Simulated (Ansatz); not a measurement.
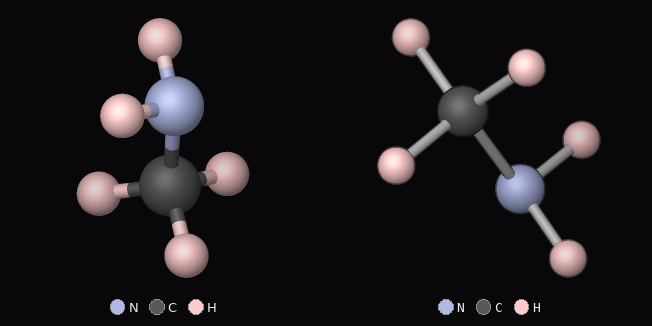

Both panels show the same species.

> Count the atoms of each element.

CH₅N, 7 atoms: 1 carbon, 5 hydrogen and 1 nitrogen.

> Count the bonded pairs by element.

3 C–H, 2 N–H, 1 C–N. Sticks follow a distance rule.

> How many atoms are distinct by symmetry?

5: 1 N, 1 C, 2 H, 2 H, 1 H.

The parts below concern this one geometry. Atoms keep their numbers from picture to picture. The geometry was computed by an optimisation with PBE0-D4/def2-TZVP.

**Shape**

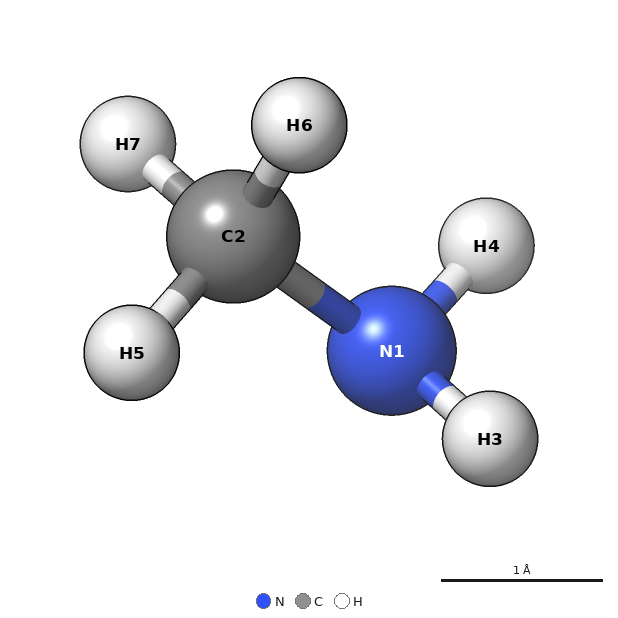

Numbered structure.

Give these bond angles: C2–N1–H3, H3–N1–H4, N1–C2–H6, N1–C2–H5, H5–C2–H7, H5–C2–H6.

```csv
angle,degrees
C2–N1–H3,110.6
H3–N1–H4,106.8
N1–C2–H6,115.4
N1–C2–H5,109.4
H5–C2–H7,106.9
H5–C2–H6,107.7
```

**Electronic properties**

Level of theory: RKS PBE0-D4/def2-TZVP (Ansatz 0.2.0).

What does the calculation give?

- dipole moment: 1.35 D
- dispersion correction: −4.4 kJ/mol

**Charges**

The questions are on Mulliken charges. Properties computed with RKS PBE0-D4/def2-TZVP (Ansatz 0.2.0).

List the Mulliken charges.

| atom | value (e) |
| --- | --- |
| N1 | −0.52 |
| C2 | −0.27 |
| H3 | 0.22 |
| H4 | 0.22 |
| H5 | 0.12 |
| H6 | 0.10 |
| H7 | 0.12 |

**Vibrations**

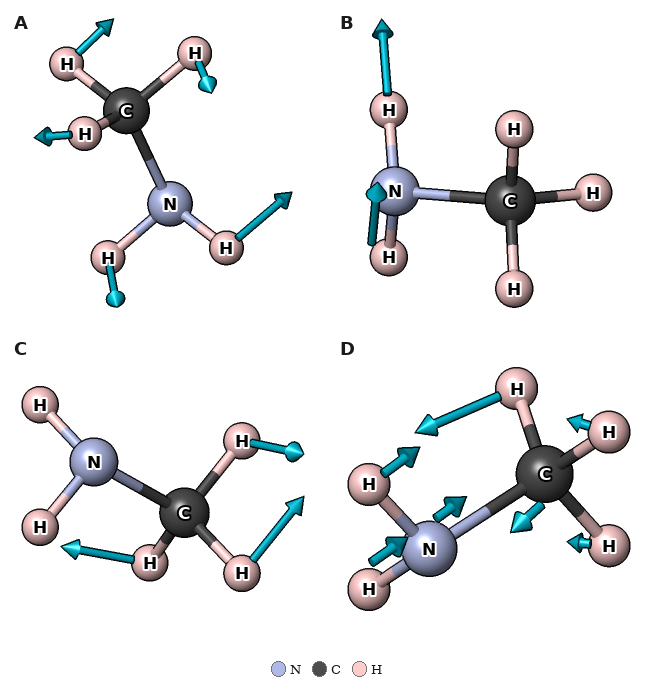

4 normal modes of one molecule or complex, as arrows. Harmonic vibrations computed with RKS PBE0-D4/def2-TZVP (Ansatz 0.2.0) at a stationary point of the same level.

> Match the panels to the wavenumbers 306 cm⁻¹, 1090 cm⁻¹, 1490 cm⁻¹, 3612 cm⁻¹.

A: 306 cm⁻¹, a torsion or out-of-plane motion in which bond lengths and bond angles hardly change
B: 3612 cm⁻¹, out-of-phase stretching of 2 N–H bonds
C: 1490 cm⁻¹, H–C–H bending
D: 1090 cm⁻¹, C–N stretching

Mulliken values depend strongly on the basis set and can even reverse the polarity of a bond.
